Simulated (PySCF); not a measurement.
# BH₃Br−, an adduct: interaction energy, part 3 of 3

PySCF 2.14.0. Atoms count from 0, parts from 1. Earlier steps stand in the parts before.

## 8. Coupled-cluster interaction energy: CCSD(T) and MP2, 1.93 Å

Job settings and geometry (Å):

```
{"job": {"kind": "intercc", "basis": "aug-cc-pVDZ", "basis_mid": "aug-cc-pVTZ", "basis_large": "aug-cc-pVQZ"}, "charge": -1, "multiplicity": 1, "parts": [{"atoms": "0-3", "charge": 0, "multiplicity": 1}, {"atoms": "4-4", "charge": -1, "multiplicity": 1}]}
B     -0.047567     0.369819     0.017883
H      1.155562     0.193598     0.036238
H     -0.606692    -0.020859     1.024625
H     -0.573806    -0.020633    -1.006766
Br    -0.283012     2.285632     0.014530
```

Method: CCSD(T)/aug-cc-pVDZ and MP2/aug-cc-pVTZ, aug-cc-pVQZ counterpoise interaction energy, frozen core, gas phase.

What it wrote:

```text
part 1, own basis, geometry of the cluster: E = -26.3752691358 (as before)

part 2, own basis, geometry of the cluster: E = -2572.5340453779 (as before)

part 1, own basis, relaxed alone: E = -26.4002571803 (as before)

part 2, own basis, relaxed alone: E = -2572.5340453779 (as before)

cluster
final grid: 5400 points
cycle   1  E = -2598.9187066485  dE = -1.307e-01  |g| = 1.824e-01  |ddm| = 2.471e+00
cycle   2  E = -2598.9368853776  dE = -1.818e-02  |g| = 7.389e-02  |ddm| = 5.883e-01
cycle   3  E = -2598.9403530990  dE = -3.468e-03  |g| = 3.509e-02  |ddm| = 1.973e-01
cycle   4  E = -2598.9413769725  dE = -1.024e-03  |g| = 5.157e-03  |ddm| = 1.645e-01
cycle   5  E = -2598.9414025862  dE = -2.561e-05  |g| = 9.158e-04  |ddm| = 3.999e-02
cycle   6  E = -2598.9414031093  dE = -5.231e-07  |g| = 2.704e-04  |ddm| = 3.382e-03
cycle   7  E = -2598.9414031374  dE = -2.810e-08  |g| = 5.357e-05  |ddm| = 1.135e-03
cycle   8  E = -2598.9414031391  dE = -1.723e-09  |g| = 1.324e-05  |ddm| = 4.555e-04
cycle   9  E = -2598.9414031393  dE = -1.764e-10  |g| = 2.056e-06  |ddm| = 1.317e-04
converged SCF energy = -2598.9414031393

part 1 in the basis of the cluster
final grid: 5400 points
cycle   1  E = -26.3753126572  dE = -4.369e-05  |g| = 1.255e-03  |ddm| = 1.118e+00
cycle   2  E = -26.3753130679  dE = -4.108e-07  |g| = 1.426e-04  |ddm| = 1.287e-01
cycle   3  E = -26.3753130757  dE = -7.767e-09  |g| = 1.159e-05  |ddm| = 1.621e-02
cycle   4  E = -26.3753130758  dE = -8.139e-11  |g| = 1.629e-06  |ddm| = 3.453e-04
converged SCF energy = -26.3753130758

part 2 in the basis of the cluster
final grid: 5400 points
cycle   1  E = -2572.5337216568  dE = -4.782e-05  |g| = 1.549e-03  |ddm| = 2.962e-01
cycle   2  E = -2572.5337226273  dE = -9.705e-07  |g| = 2.818e-04  |ddm| = 2.985e-02
cycle   3  E = -2572.5337227143  dE = -8.703e-08  |g| = 1.172e-04  |ddm| = 5.809e-03
cycle   4  E = -2572.5337227207  dE = -6.413e-09  |g| = 3.441e-05  |ddm| = 7.243e-04
cycle   5  E = -2572.5337227217  dE = -9.409e-10  |g| = 4.583e-06  |ddm| = 3.238e-04
converged SCF energy = -2572.5337227217

Interaction energy (kcal/mol)
  counterpoise      -36.100
  uncorrected       -40.722
  dispersion part     0.000
  deformation        14.533
  binding           -21.567

Decomposition of the uncorrected value (kcal/mol)
  electrostatic     -72.902
  Pauli             148.803
  orbital           -96.270
  dispersion          0.000
  correlation       -20.353

Charge of each part in the cluster: -0.186 -0.814
part 1, own basis, geometry of the cluster: E = -26.3770564238 (as before)

part 2, own basis, geometry of the cluster: E = -2572.5363904065 (as before)

part 1, own basis, relaxed alone: E = -26.4020739010 (as before)

part 2, own basis, relaxed alone: E = -2572.5363904065 (as before)

cluster
final grid: 5400 points
cycle   1  E = -2598.9230537821  dE = -1.308e-01  |g| = 1.907e-01  |ddm| = 1.908e+00
cycle   2  E = -2598.9413105639  dE = -1.826e-02  |g| = 7.905e-02  |ddm| = 5.564e-01
cycle   3  E = -2598.9447667314  dE = -3.456e-03  |g| = 3.659e-02  |ddm| = 2.035e-01
cycle   4  E = -2598.9458865810  dE = -1.120e-03  |g| = 5.489e-03  |ddm| = 1.735e-01
cycle   5  E = -2598.9459139557  dE = -2.737e-05  |g| = 9.254e-04  |ddm| = 4.415e-02
cycle   6  E = -2598.9459145207  dE = -5.649e-07  |g| = 2.330e-04  |ddm| = 8.324e-03
cycle   7  E = -2598.9459145461  dE = -2.545e-08  |g| = 6.381e-05  |ddm| = 2.116e-03
cycle   8  E = -2598.9459145477  dE = -1.566e-09  |g| = 1.555e-05  |ddm| = 4.691e-04
cycle   9  E = -2598.9459145479  dE = -2.015e-10  |g| = 2.522e-06  |ddm| = 1.483e-04
converged SCF energy = -2598.9459145479

part 1 in the basis of the cluster
final grid: 5400 points
cycle   1  E = -26.3770643105  dE = -8.245e-06  |g| = 5.010e-04  |ddm| = 6.021e-01
cycle   2  E = -26.3770643654  dE = -5.487e-08  |g| = 4.621e-05  |ddm| = 5.206e-02
cycle   3  E = -26.3770643661  dE = -6.928e-10  |g| = 2.676e-06  |ddm| = 5.334e-03
converged SCF energy = -26.3770643661

part 2 in the basis of the cluster
final grid: 5400 points
cycle   1  E = -2572.5360398676  dE = -9.871e-06  |g| = 1.176e-03  |ddm| = 1.292e-01
cycle   2  E = -2572.5360404855  dE = -6.179e-07  |g| = 5.192e-04  |ddm| = 1.027e-02
cycle   3  E = -2572.5360405573  dE = -7.183e-08  |g| = 1.643e-04  |ddm| = 2.007e-03
cycle   4  E = -2572.5360405738  dE = -1.648e-08  |g| = 2.798e-05  |ddm| = 9.354e-04
cycle   5  E = -2572.5360405745  dE = -6.562e-10  |g| = 3.851e-06  |ddm| = 3.764e-04
converged SCF energy = -2572.5360405745

Interaction energy (kcal/mol)
  counterpoise      -37.717
  uncorrected       -41.685
  dispersion part     0.000
  deformation        14.519
  binding           -23.198

Decomposition of the uncorrected value (kcal/mol)
  electrostatic     -73.378
  Pauli             149.215
  orbital           -96.437
  dispersion          0.000
  correlation       -21.085

Charge of each part in the cluster: -0.186 -0.814
part 1 in the basis of the cluster: E(HF) = -26.366999283  E2 = -0.097822186  E(CCSD corr) = -0.122480633  (T) = -0.001991525
part 2 in the basis of the cluster: E(HF) = -2572.462955976  E2 = -0.153447610  E(CCSD corr) = -0.162696247  (T) = -0.004447075
cluster: E(HF) = -2598.859578394  E2 = -0.270878312  E(CCSD corr) = -0.299759165  (T) = -0.008257359

Counterpoise interaction energy (kcal/mol)
  hf_small                 -18.589
  mp2_small                -30.893
  ccsd_small               -27.739
  ccsdt_small              -28.881
  hf_large                 -20.588
  mp2_large                -37.717
  hf_middle                -20.311
  mp2_middle               -36.100
  scs_mp2_large            -33.842
  mp2_limit                -38.694
  ccsdt_less_mp2             2.013
  ccsdt_limit_estimate     -36.681
  bsse_mp2_large             3.969
```

Run time: 75 s. Hardware: 1 thread of Arm Neoverse N1, shared host; peak memory 0.6 GiB.

Contacts at this geometry (a selection, picked against the atoms' radii; other short pairs can be missing):

| atoms | distance (Å) | kind (by distance and angle) | angle (°) |
| --- | --- | --- | --- |
| B0···Br4 | 1.93 | bonding distance | – |

| method | interaction energy (kcal/mol) | from CCSD(T), limit estimate (kcal/mol) |
| --- | --- | --- |
| HF/aug-cc-pVDZ | -18.59 | +18.09 |
| MP2/aug-cc-pVDZ | -30.89 | +5.79 |
| CCSD/aug-cc-pVDZ | -27.74 | +8.94 |
| CCSD(T)/aug-cc-pVDZ | -28.88 | +7.80 |
| HF/aug-cc-pVQZ | -20.59 | +16.09 |
| MP2/aug-cc-pVQZ | -37.72 | -1.04 |
| SCS-MP2/aug-cc-pVQZ | -33.84 | +2.84 |
| MP2, extrapolated | -38.69 | -2.01 |
| CCSD(T), limit estimate | -36.68 | 0 |

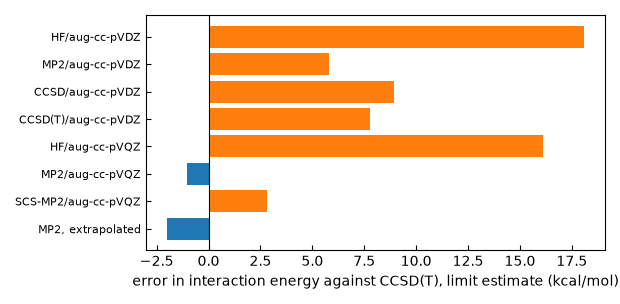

Deviations from CCSD(T), limit estimate, method by method.

These energies keep the parts at their geometry in the cluster; deforming them to it costs 14.52 kcal/mol (MP2).

At this geometry B0 and Br4 of different parts are bonded (1.93 Å), so this energy is that of a chemical bond rather than of a weak contact.

## 9. Coupled-cluster interaction energy: CCSD(T) and MP2, 3.22 Å

Settings changed since step 8:

```diff
@@ -5,2 +5,2 @@
 H     -0.573806    -0.020633    -1.006766
-Br    -0.283012     2.285632     0.014530
+Br    -0.439976     3.562840     0.012296
```

Level: CCSD(T)/aug-cc-pVDZ and MP2/aug-cc-pVTZ, aug-cc-pVQZ counterpoise interaction energy, frozen core, gas phase.

What it wrote:

```text
part 1, own basis, geometry of the cluster: E = -26.3752691358 (as before)

part 2, own basis, geometry of the cluster: E = -2572.5340453779 (as before)

part 1, own basis, relaxed alone: E = -26.4002571803 (as before)

part 2, own basis, relaxed alone: E = -2572.5340453779 (as before)

cluster
final grid: 5400 points
cycle   1  E = -2598.9306798309  dE = -9.822e-03  |g| = 3.629e-02  |ddm| = 5.037e-01
cycle   2  E = -2598.9321471810  dE = -1.467e-03  |g| = 1.540e-02  |ddm| = 2.178e-01
cycle   3  E = -2598.9325237186  dE = -3.765e-04  |g| = 5.236e-03  |ddm| = 1.203e-01
cycle   4  E = -2598.9325569982  dE = -3.328e-05  |g| = 1.646e-03  |ddm| = 3.181e-02
cycle   5  E = -2598.9325594716  dE = -2.473e-06  |g| = 3.677e-04  |ddm| = 9.220e-03
cycle   6  E = -2598.9325595911  dE = -1.196e-07  |g| = 7.465e-05  |ddm| = 3.062e-03
cycle   7  E = -2598.9325595954  dE = -4.246e-09  |g| = 1.578e-05  |ddm| = 7.000e-04
cycle   8  E = -2598.9325595956  dE = -1.846e-10  |g| = 3.044e-06  |ddm| = 1.264e-04
converged SCF energy = -2598.9325595956

part 1 in the basis of the cluster
final grid: 5400 points
cycle   1  E = -26.3752825012  dE = -1.342e-05  |g| = 5.836e-04  |ddm| = 1.816e-01
cycle   2  E = -26.3752826015  dE = -1.003e-07  |g| = 5.843e-05  |ddm| = 1.344e-02
cycle   3  E = -26.3752826029  dE = -1.419e-09  |g| = 3.997e-06  |ddm| = 1.368e-03
cycle   4  E = -26.3752826029  dE = -1.022e-11  |g| = 4.779e-07  |ddm| = 3.989e-05
converged SCF energy = -26.3752826029

part 2 in the basis of the cluster
final grid: 5400 points
cycle   1  E = -2572.5338030599  dE = -1.768e-05  |g| = 9.458e-04  |ddm| = 1.163e-01
cycle   2  E = -2572.5338036004  dE = -5.405e-07  |g| = 2.721e-04  |ddm| = 1.088e-02
cycle   3  E = -2572.5338036597  dE = -5.929e-08  |g| = 1.412e-04  |ddm| = 2.146e-03
cycle   4  E = -2572.5338036677  dE = -8.043e-09  |g| = 2.361e-05  |ddm| = 6.390e-04
cycle   5  E = -2572.5338036686  dE = -8.627e-10  |g| = 5.041e-06  |ddm| = 2.420e-04
converged SCF energy = -2572.5338036686

Interaction energy (kcal/mol)
  counterpoise      -18.167
  uncorrected       -19.157
  dispersion part     0.000
  deformation        14.533
  binding            -3.634

Decomposition of the uncorrected value (kcal/mol)
  electrostatic     -12.210
  Pauli               4.803
  orbital            -7.343
  dispersion          0.000
  correlation        -4.408

Charge of each part in the cluster: -0.054 -0.946
part 1, own basis, geometry of the cluster: E = -26.3770564238 (as before)

part 2, own basis, geometry of the cluster: E = -2572.5363904065 (as before)

part 1, own basis, relaxed alone: E = -26.4020739010 (as before)

part 2, own basis, relaxed alone: E = -2572.5363904065 (as before)

cluster
final grid: 5400 points
cycle   1  E = -2598.9348308894  dE = -9.835e-03  |g| = 3.707e-02  |ddm| = 3.463e-01
cycle   2  E = -2598.9363048818  dE = -1.474e-03  |g| = 1.569e-02  |ddm| = 1.216e-01
cycle   3  E = -2598.9366744456  dE = -3.696e-04  |g| = 6.000e-03  |ddm| = 8.933e-02
cycle   4  E = -2598.9367159806  dE = -4.154e-05  |g| = 1.938e-03  |ddm| = 3.345e-02
cycle   5  E = -2598.9367191539  dE = -3.173e-06  |g| = 4.681e-04  |ddm| = 9.789e-03
cycle   6  E = -2598.9367193323  dE = -1.784e-07  |g| = 9.970e-05  |ddm| = 3.015e-03
cycle   7  E = -2598.9367193391  dE = -6.778e-09  |g| = 1.957e-05  |ddm| = 1.100e-03
cycle   8  E = -2598.9367193394  dE = -2.938e-10  |g| = 3.845e-06  |ddm| = 2.502e-04
converged SCF energy = -2598.9367193394

part 1 in the basis of the cluster
final grid: 5400 points
cycle   1  E = -26.3770573788  dE = -1.012e-06  |g| = 1.479e-04  |ddm| = 9.282e-02
cycle   2  E = -26.3770573880  dE = -9.218e-09  |g| = 1.643e-05  |ddm| = 7.747e-03
cycle   3  E = -26.3770573882  dE = -1.595e-10  |g| = 1.158e-06  |ddm| = 8.029e-04
converged SCF energy = -26.3770573882

part 2 in the basis of the cluster
final grid: 5400 points
cycle   1  E = -2572.5361435833  dE = -5.544e-06  |g| = 8.697e-04  |ddm| = 7.240e-02
cycle   2  E = -2572.5361439944  dE = -4.111e-07  |g| = 3.791e-04  |ddm| = 4.716e-03
cycle   3  E = -2572.5361440440  dE = -4.960e-08  |g| = 1.316e-04  |ddm| = 1.664e-03
cycle   4  E = -2572.5361440568  dE = -1.276e-08  |g| = 2.223e-05  |ddm| = 1.097e-03
cycle   5  E = -2572.5361440574  dE = -5.894e-10  |g| = 5.191e-06  |ddm| = 2.947e-04
converged SCF energy = -2572.5361440574

Interaction energy (kcal/mol)
  counterpoise      -18.224
  uncorrected       -18.929
  dispersion part     0.000
  deformation        14.519
  binding            -3.705

Decomposition of the uncorrected value (kcal/mol)
  electrostatic     -12.205
  Pauli               4.799
  orbital            -7.356
  dispersion          0.000
  correlation        -4.167

Charge of each part in the cluster: -0.054 -0.946
part 1 in the basis of the cluster: E(HF) = -26.366928551  E2 = -0.097374141  E(CCSD corr) = -0.122068731  (T) = -0.001958749
part 2 in the basis of the cluster: E(HF) = -2572.462664229  E2 = -0.148538776  E(CCSD corr) = -0.157512175  (T) = -0.003847224
cluster: E(HF) = -2598.852886846  E2 = -0.250972157  E(CCSD corr) = -0.284071832  (T) = -0.006928066

Counterpoise interaction energy (kcal/mol)
  hf_small                 -14.617
  mp2_small                -17.792
  ccsd_small               -17.435
  ccsdt_small              -18.140
  hf_large                 -14.758
  mp2_large                -18.224
  hf_middle                -14.730
  mp2_middle               -18.167
  scs_mp2_large            -17.419
  mp2_limit                -18.245
  ccsdt_less_mp2            -0.347
  ccsdt_limit_estimate     -18.592
  bsse_mp2_large             0.705
```

It took 77 s on 1 thread of Arm Neoverse N1, shared host; peak memory 0.6 GiB.

Contacts at this geometry (a selection, picked against the atoms' radii; other short pairs can be missing):

| atoms | distance (Å) | kind (by distance and angle) | angle (°) |
| --- | --- | --- | --- |
| B0···Br4 | 3.22 | inside the van der Waals sum | – |

Differences are taken before rounding.

| method | interaction energy (kcal/mol) | from CCSD(T), limit estimate (kcal/mol) |
| --- | --- | --- |
| HF/aug-cc-pVDZ | -14.62 | +3.98 |
| MP2/aug-cc-pVDZ | -17.79 | +0.80 |
| CCSD/aug-cc-pVDZ | -17.44 | +1.16 |
| CCSD(T)/aug-cc-pVDZ | -18.14 | +0.45 |
| HF/aug-cc-pVQZ | -14.76 | +3.83 |
| MP2/aug-cc-pVQZ | -18.22 | +0.37 |
| SCS-MP2/aug-cc-pVQZ | -17.42 | +1.17 |
| MP2, extrapolated | -18.24 | +0.35 |
| CCSD(T), limit estimate | -18.59 | 0 |

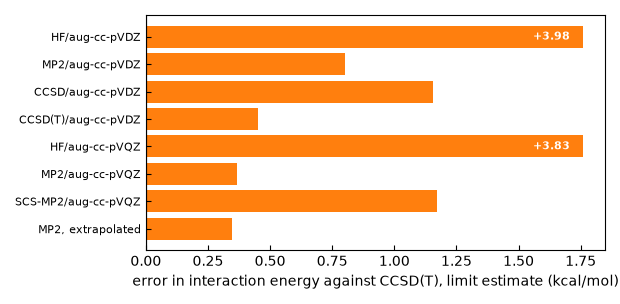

How far each level lands from CCSD(T), limit estimate. Bars with a number in them are cut short.

These energies keep the parts at their geometry in the cluster; deforming them to it costs 14.52 kcal/mol (MP2).

## 10. Coupled-cluster interaction energy: CCSD(T) and MP2, 4.29 Å

Settings changed since step 9:

```diff
@@ -5,2 +5,2 @@
 H     -0.573806    -0.020633    -1.006766
-Br    -0.439976     3.562840     0.012296
+Br    -0.570779     4.627181     0.010433
```

With the program's defaults for keys left out, this is: CCSD(T)/aug-cc-pVDZ and MP2/aug-cc-pVTZ, aug-cc-pVQZ counterpoise interaction energy, frozen core, gas phase.

What it wrote:

```text
part 1, own basis, geometry of the cluster: E = -26.3752691358 (as before)

part 2, own basis, geometry of the cluster: E = -2572.5340453779 (as before)

part 1, own basis, relaxed alone: E = -26.4002571803 (as before)

part 2, own basis, relaxed alone: E = -2572.5340453779 (as before)

cluster
final grid: 5400 points
cycle   1  E = -2598.9190538933  dE = -1.966e-03  |g| = 1.409e-02  |ddm| = 2.565e-01
cycle   2  E = -2598.9192276435  dE = -1.738e-04  |g| = 4.695e-03  |ddm| = 9.223e-02
cycle   3  E = -2598.9192619423  dE = -3.430e-05  |g| = 1.332e-03  |ddm| = 3.053e-02
cycle   4  E = -2598.9192651810  dE = -3.239e-06  |g| = 3.866e-04  |ddm| = 7.216e-03
cycle   5  E = -2598.9192654074  dE = -2.263e-07  |g| = 8.207e-05  |ddm| = 3.322e-03
cycle   6  E = -2598.9192654149  dE = -7.525e-09  |g| = 1.972e-05  |ddm| = 6.998e-04
cycle   7  E = -2598.9192654152  dE = -3.524e-10  |g| = 4.649e-06  |ddm| = 1.791e-04
converged SCF energy = -2598.9192654152

part 1 in the basis of the cluster
final grid: 5400 points
cycle   1  E = -26.3752719271  dE = -2.855e-06  |g| = 2.306e-04  |ddm| = 4.916e-02
cycle   2  E = -26.3752719488  dE = -2.172e-08  |g| = 2.501e-05  |ddm| = 2.522e-03
cycle   3  E = -26.3752719491  dE = -3.169e-10  |g| = 1.459e-06  |ddm| = 2.306e-04
converged SCF energy = -26.3752719491

part 2 in the basis of the cluster
final grid: 5400 points
cycle   1  E = -2572.5338701409  dE = -9.045e-06  |g| = 6.990e-04  |ddm| = 5.917e-02
cycle   2  E = -2572.5338704981  dE = -3.572e-07  |g| = 2.266e-04  |ddm| = 6.554e-03
cycle   3  E = -2572.5338705408  dE = -4.266e-08  |g| = 1.106e-04  |ddm| = 1.569e-03
cycle   4  E = -2572.5338705478  dE = -7.020e-09  |g| = 1.802e-05  |ddm| = 6.889e-04
cycle   5  E = -2572.5338705484  dE = -5.584e-10  |g| = 4.733e-06  |ddm| = 2.590e-04
converged SCF energy = -2572.5338705484

Interaction energy (kcal/mol)
  counterpoise       -6.843
  uncorrected        -7.159
  dispersion part     0.000
  deformation        14.533
  binding             7.690

Decomposition of the uncorrected value (kcal/mol)
  electrostatic      -5.310
  Pauli               0.316
  orbital            -1.367
  dispersion          0.000
  correlation        -0.799

Charge of each part in the cluster: -0.009 -0.991
part 1, own basis, geometry of the cluster: E = -26.3770564238 (as before)

part 2, own basis, geometry of the cluster: E = -2572.5363904065 (as before)

part 1, own basis, relaxed alone: E = -26.4020739010 (as before)

part 2, own basis, relaxed alone: E = -2572.5363904065 (as before)

cluster
final grid: 5400 points
cycle   1  E = -2598.9231994435  dE = -1.963e-03  |g| = 1.474e-02  |ddm| = 1.380e-01
cycle   2  E = -2598.9233747301  dE = -1.753e-04  |g| = 4.801e-03  |ddm| = 7.098e-02
cycle   3  E = -2598.9234088904  dE = -3.416e-05  |g| = 1.435e-03  |ddm| = 3.188e-02
cycle   4  E = -2598.9234125323  dE = -3.642e-06  |g| = 4.414e-04  |ddm| = 8.206e-03
cycle   5  E = -2598.9234128040  dE = -2.717e-07  |g| = 9.609e-05  |ddm| = 3.331e-03
cycle   6  E = -2598.9234128147  dE = -1.071e-08  |g| = 2.118e-05  |ddm| = 1.281e-03
cycle   7  E = -2598.9234128151  dE = -4.329e-10  |g| = 5.451e-06  |ddm| = 2.961e-04
converged SCF energy = -2598.9234128151

part 1 in the basis of the cluster
final grid: 5400 points
cycle   1  E = -26.3770567440  dE = -3.910e-07  |g| = 9.001e-05  |ddm| = 8.264e-02
cycle   2  E = -26.3770567485  dE = -4.515e-09  |g| = 1.074e-05  |ddm| = 8.357e-03
cycle   3  E = -26.3770567486  dE = -7.444e-11  |g| = 5.287e-07  |ddm| = 1.026e-03
converged SCF energy = -26.3770567486

part 2 in the basis of the cluster
final grid: 5400 points
cycle   1  E = -2572.5362145722  dE = -3.340e-06  |g| = 6.637e-04  |ddm| = 3.284e-02
cycle   2  E = -2572.5362148658  dE = -2.936e-07  |g| = 2.854e-04  |ddm| = 4.804e-03
cycle   3  E = -2572.5362149027  dE = -3.685e-08  |g| = 1.101e-04  |ddm| = 1.952e-03
cycle   4  E = -2572.5362149126  dE = -9.888e-09  |g| = 1.817e-05  |ddm| = 1.491e-03
cycle   5  E = -2572.5362149130  dE = -4.670e-10  |g| = 5.128e-06  |ddm| = 3.911e-04
converged SCF energy = -2572.5362149130

Interaction energy (kcal/mol)
  counterpoise       -6.842
  uncorrected        -7.083
  dispersion part     0.000
  deformation        14.519
  binding             7.677

Decomposition of the uncorrected value (kcal/mol)
  electrostatic      -5.314
  Pauli               0.313
  orbital            -1.365
  dispersion          0.000
  correlation        -0.717

Charge of each part in the cluster: -0.009 -0.991
part 1 in the basis of the cluster: E(HF) = -26.366872916  E2 = -0.097278542  E(CCSD corr) = -0.121981872  (T) = -0.001954202
part 2 in the basis of the cluster: E(HF) = -2572.462557492  E2 = -0.147377097  E(CCSD corr) = -0.156330393  (T) = -0.003687767
cluster: E(HF) = -2598.839573207  E2 = -0.245458940  E(CCSD corr) = -0.278920235  (T) = -0.005854036

Counterpoise interaction energy (kcal/mol)
  hf_small                  -6.365
  mp2_small                 -6.869
  ccsd_small                -6.746
  ccsdt_small               -6.879
  hf_large                  -6.364
  mp2_large                 -6.842
  hf_middle                 -6.352
  mp2_middle                -6.843
  scs_mp2_large             -6.678
  mp2_limit                 -6.833
  ccsdt_less_mp2            -0.011
  ccsdt_limit_estimate      -6.844
  bsse_mp2_large             0.241
```

It took 79 s on 1 thread of Arm Neoverse N1, shared host; peak memory 0.6 GiB.

Contacts at this geometry (a selection, picked against the atoms' radii; other short pairs can be missing):

| atoms | distance (Å) | kind (by distance and angle) | angle (°) |
| --- | --- | --- | --- |
| B0···Br4 | 4.29 | beyond van der Waals contact | – |

Differences are taken before rounding.

| method | interaction energy (kcal/mol) | from CCSD(T), limit estimate (kcal/mol) |
| --- | --- | --- |
| HF/aug-cc-pVDZ | -6.36 | +0.48 |
| MP2/aug-cc-pVDZ | -6.87 | -0.02 |
| CCSD/aug-cc-pVDZ | -6.75 | +0.10 |
| CCSD(T)/aug-cc-pVDZ | -6.88 | -0.04 |
| HF/aug-cc-pVQZ | -6.36 | +0.48 |
| MP2/aug-cc-pVQZ | -6.84 | 0.00 |
| SCS-MP2/aug-cc-pVQZ | -6.68 | +0.17 |
| MP2, extrapolated | -6.83 | +0.01 |
| CCSD(T), limit estimate | -6.84 | 0 |

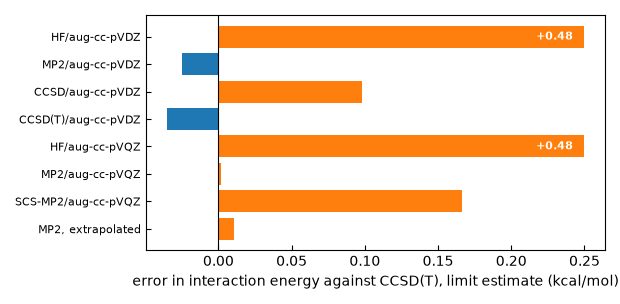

How far each level lands from CCSD(T), limit estimate. Bars with a number in them are cut short.

These energies keep the parts at their geometry in the cluster; deforming them to it costs 14.52 kcal/mol (MP2).

## 11. The curve

Counterpoise interaction energies (kcal/mol):

| B0···Br4 (Å) | HF | MP2 limit | CCSD(T) estimate | time |
| --- | --- | --- | --- | --- |
| 1.93 | -20.59 | -38.69 | -36.68 | 75 s |
| 2.04 | -26.85 | -43.24 | -41.64 | 75 s |
| 2.15 | -29.53 | -44.32 | -43.12 | 81 s |
| 2.25 | -30.01 | -43.28 | -42.43 | 76 s |
| 2.36 | -29.18 | -41.00 | -40.46 | 77 s |
| 2.68 | -23.66 | -31.58 | -31.69 | 77 s |
| 3.22 | -14.76 | -18.24 | -18.59 | 77 s |
| 4.29 | -6.36 | -6.83 | -6.84 | 79 s |

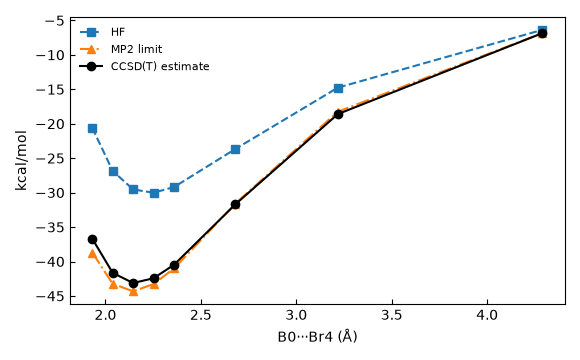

Interaction energy along the rigid scan.

## 12. Results

This closing draws on all 3 parts.

| quantity | value |
| --- | --- |
| point group | C3v |
| rotational constants (main isotopes) | 121.51, 8.32, 8.32 GHz |
| CCSD(T) estimate at 1.93 Å | -36.68 kcal/mol |
| CCSD(T) estimate at 2.04 Å | -41.64 kcal/mol |
| CCSD(T) estimate at 2.15 Å | -43.12 kcal/mol |
| CCSD(T) estimate at 2.25 Å | -42.43 kcal/mol |
| CCSD(T) estimate at 2.36 Å | -40.46 kcal/mol |
| CCSD(T) estimate at 2.68 Å | -31.69 kcal/mol |
| CCSD(T) estimate at 3.22 Å | -18.59 kcal/mol |
| CCSD(T) estimate at 4.29 Å | -6.84 kcal/mol |

The optimisation took 3 steps and gained 0.057 eV; among the close pairs (by a distance rule), B0–Br4 changed most, from 2.048 to 2.145 Å. At 2.15 Å B0 and Br4 of different parts are bonded (2.14 Å), so this energy is that of a chemical bond rather than of a weak contact. Along the rigid scan the CCSD(T) estimate is lowest at 2.15 Å (-43.12 kcal/mol), where MP2 at the limit misses it by -1.20 and Hartree-Fock by +13.58.
